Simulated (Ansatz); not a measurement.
**BLYP/cc-pVDZ run of C2H5FSi (SMILES F/C=C/[SiH3])**

Aim: the vertical singlet–triplet gap of C2H5FSi at BLYP/cc-pVDZ, from 2 runs. 

The results are computed with Ansatz 0.2.0.

91 further runs of the same task are left out: 91 set aside as unsound or not needed.

### Step 1. The structure to begin with

C2H5FSi: 9 atoms, total charge 0, spin state singlet. As SMILES, `F/C=C/[SiH3]`. Geometry: relaxed at PBE0-D4/def2-TZVP.

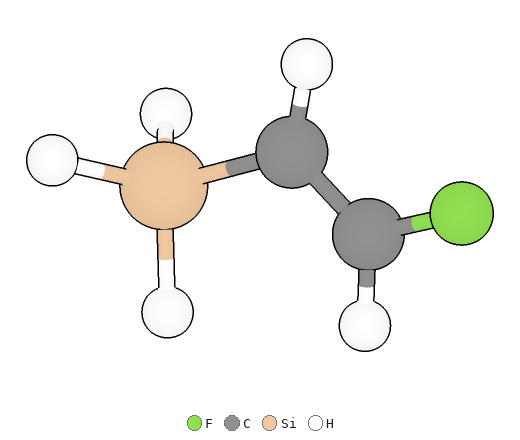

The structure, seen from a chosen angle (fluorine green, carbon grey, silicon light orange, hydrogen white).

### Step 2. The energy at BLYP/cc-pVDZ

Input file job.yaml:

```yaml
crystal:
  periodic: [false, false, false]
  atoms:
    - symbol: F
      position_ang: [-1.259900, 2.360900, 0.506400]
    - symbol: C
      position_ang: [-0.578300, 1.355000, -0.048000]
    - symbol: C
      position_ang: [-0.336700, 0.219900, 0.584900]
    - symbol: Si
      position_ang: [0.614100, -1.145000, -0.228900]
    - symbol: H
      position_ang: [-0.264200, 1.599600, -1.058100]
    - symbol: H
      position_ang: [-0.716100, 0.118100, 1.598600]
    - symbol: H
      position_ang: [1.843700, -1.465600, 0.542800]
    - symbol: H
      position_ang: [-0.206700, -2.381600, -0.316300]
    - symbol: H
      position_ang: [0.992500, -0.707600, -1.598500]
basis:
  gaussian: {orbitals: cc-pVDZ}
hamiltonian: {xc: {name: BLYP}}
accuracy: high
output: {orbitals: {seedname: orbitals}}
```

Run with:

```console
$ ansatz run job.yaml --threads 1 --pin off --max-ram 3480MiB --events-out events.jsonl --progress --plain --runs-dir runs
```

Output:

```text
Warning: RAYON_NUM_THREADS=1 ignored (pool sized by the plan → 1); use --threads N
Functional definition: BLYP
  name "BLYP"
  parameter beta = 0.0042
  parameter a = 0.04918
  parameter b = 0.132
  parameter c = 0.2533
  parameter d = 0.349
  exchange = b88_x(beta = beta)
  correlation = lyp_c(a = a, b = b, c = c, d = d)
1988 factors; integrals over basis functions are off by at most 3.8e-9 eV
mean field evaluation 1: about -12740.7844 eV, gradient 5.1e1 eV
mean field evaluation 2: about -12730.2463 eV, gradient 7.4e1 eV
mean field evaluation 4: about -12747.3140 eV, gradient 7.3e0 eV
mean field evaluation 8: about -12747.4412 eV, gradient 5.8e-1 eV
mean field evaluation 16: about -12747.4418 eV, gradient 1.7e-5 eV
mean field -12747.44181961 eV, -468.4598463442 hartree, gradient 3.0e-8 eV, S^2 0.000000; 0 other end points of the search recorded, 0 dependent functions left out
reference -12747.44187393 eV, -468.4598483405 hartree; 20, 20 occupied and 65, 65 virtual orbitals, 1988 factors
Total energy: -12747.44187393 eV, -468.4598483405 hartree
```

Run time: 6.3 s. Hardware: 1 thread of Arm Neoverse V2, shared host; peak memory 0.22 GiB.

### Step 3. The triplet at the same level

Input file input.yaml:

```yaml
crystal:
  periodic: [false, false, false]
  atoms:
    - {symbol: F, position_ang: [-1.259900, 2.360900, 0.506400]}
    - {symbol: C, position_ang: [-0.578300, 1.355000, -0.048000]}
    - {symbol: C, position_ang: [-0.336700, 0.219900, 0.584900]}
    - {symbol: Si, position_ang: [0.614100, -1.145000, -0.228900]}
    - {symbol: H, position_ang: [-0.264200, 1.599600, -1.058100]}
    - {symbol: H, position_ang: [-0.716100, 0.118100, 1.598600]}
    - {symbol: H, position_ang: [1.843700, -1.465600, 0.542800]}
    - {symbol: H, position_ang: [-0.206700, -2.381600, -0.316300]}
    - {symbol: H, position_ang: [0.992500, -0.707600, -1.598500]}
basis:
  gaussian:
    orbitals: cc-pVDZ
magnetization:
  spin_polarized: true
  initial_magnetization: 2
hamiltonian:
  xc: {name: BLYP}
accuracy: high
output: {orbitals: {seedname: orbitals}}
```

Run with:

```console
$ ansatz run input.yaml --threads 1 --pin off --max-ram 3480MiB --events-out events.jsonl --progress --plain --runs-dir runs
```

Output:

```text
Warning: RAYON_NUM_THREADS=1 ignored (pool sized by the plan → 1); use --threads N
[... 9 set-up lines as earlier in the session ...]
1988 factors; integrals over basis functions are off by at most 3.8e-9 eV
mean field evaluation 1: about -12734.7981 eV, gradient 3.8e1 eV
mean field evaluation 2: about -12706.9504 eV, gradient 7.2e1 eV
mean field evaluation 4: about -12742.4320 eV, gradient 8.1e0 eV
mean field evaluation 8: about -12742.9000 eV, gradient 4.0e-1 eV
mean field evaluation 16: about -12742.9011 eV, gradient 2.6e-4 eV
mean field -12742.90110938 eV, -468.2929783210 hartree, gradient 4.7e-8 eV, S^2 2.004855; 0 other end points of the search recorded, 0 dependent functions left out
reference -12742.90116375 eV, -468.2929803193 hartree; 21, 19 occupied and 64, 66 virtual orbitals, 1988 factors
Total energy: -12742.90116375 eV, -468.2929803193 hartree
```

It took 9.9 s on 1 thread of Arm Neoverse V2, shared host; peak memory 0.28 GiB.

### Step 4. Outcome

At BLYP/cc-pVDZ:

```
                                        quantity          value
                           singlet: total energy  -468.45985 Eh
                            singlet: HOMO energy       -6.21 eV
                            singlet: LUMO energy       -0.81 eV
                          singlet: HOMO–LUMO gap        5.40 eV
                           triplet: total energy  -468.29298 Eh
     triplet: HOMO energy (highest over α and β)       -1.66 eV
                                   triplet: ⟨S²⟩          2.005
vertical energy of the triplet above the singlet       4.541 eV
```

What this shows: At this shape the triplet lies 4.54 eV (105 kcal/mol) above the singlet.
